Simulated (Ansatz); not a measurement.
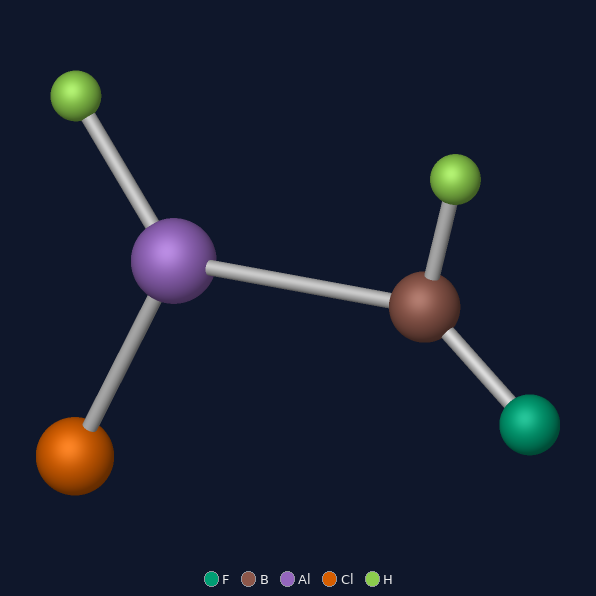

Geometry: moved along internal coordinates away from the minimum. Method: RHF-CCSD(T), frozen core/def2-TZVPP (Ansatz 0.2.0).

Give the T1 diagnostic at this level.

Answer. 0.012.
